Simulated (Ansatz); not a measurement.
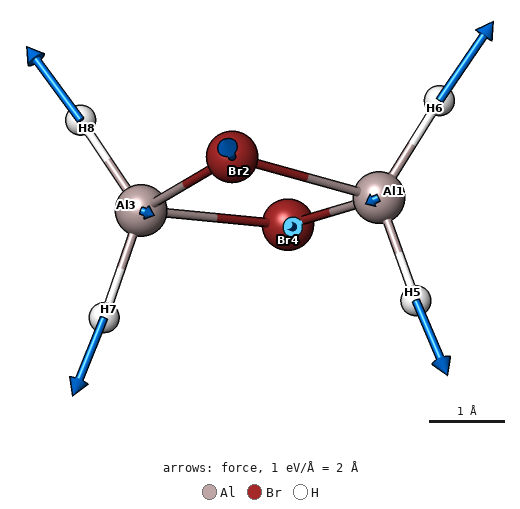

Starting geometry of Al₂H₄Br₂ with the computed forces as blue arrows. The picture is a ball-and-stick view, seen at a tilt.

The start comes from GFN2-xTB.

Method: RKS PBE0-D4/def2-TZVP in Ansatz.

The input:
```yaml
crystal:
  periodic: [false, false, false]
  atoms:
    - {symbol: Al, position_ang: [-0.722990, 1.427580, -0.264850]}
    - {symbol: Br, position_ang: [1.266630, 0.824420, 0.992550]}
    - {symbol: Al, position_ang: [0.727840, -1.426620, 0.254720]}
    - {symbol: Br, position_ang: [-1.438580, -0.856030, -0.684890]}
    - {symbol: H, position_ang: [-0.243830, 1.998180, -1.608490]}
    - {symbol: H, position_ang: [-1.717360, 2.038630, 0.727300]}
    - {symbol: H, position_ang: [1.657600, -1.741480, -0.927150]}
    - {symbol: H, position_ang: [0.470690, -2.264660, 1.510820]}
basis:
  gaussian: {orbitals: def2-TZVP}
hamiltonian: {xc: pbe0, dispersion: d4}
relax: {f_tol: 0.005, max_steps: 150}
```

Launched with:
```bash
ansatz run in.yaml --threads 4 --pin off --events-out ev --progress --plain --max-ram 10444MiB
```

> What follows when this structure is relaxed?

It isn't relaxed: the largest force vector, on H atoms, is 0.65 eV/Å. The final displacements have little in common with the starting forces (cosine between the two patterns 0.19). The largest moves after the best rigid fit, 0.27 Å, are those of H5 and H7. By element the largest moves are H 0.27 Å, Br 0.18 Å, Al 0.07 Å. Among the contacts that change: Al1–H6 1.532 → 1.574 Å, Al1–H5 1.536 → 1.574 Å, Al1–Br2 2.430 → 2.464 Å. Among the angles between lasting bonds that change: Al1–Br4–Al3 83.8° → 86.7°, Br2–Al1–Br4 95.6° → 93.3°. Over 15 accepted moves (17 points after the start) the energy falls by 1.77 kcal/mol. Largest force component: 0.52 eV/Å at the start, 0.0027 eV/Å at the end. The line search rejected the trial steps at points 10, 12 of the run. The forces were under the threshold at step 3, but the run went on from there.
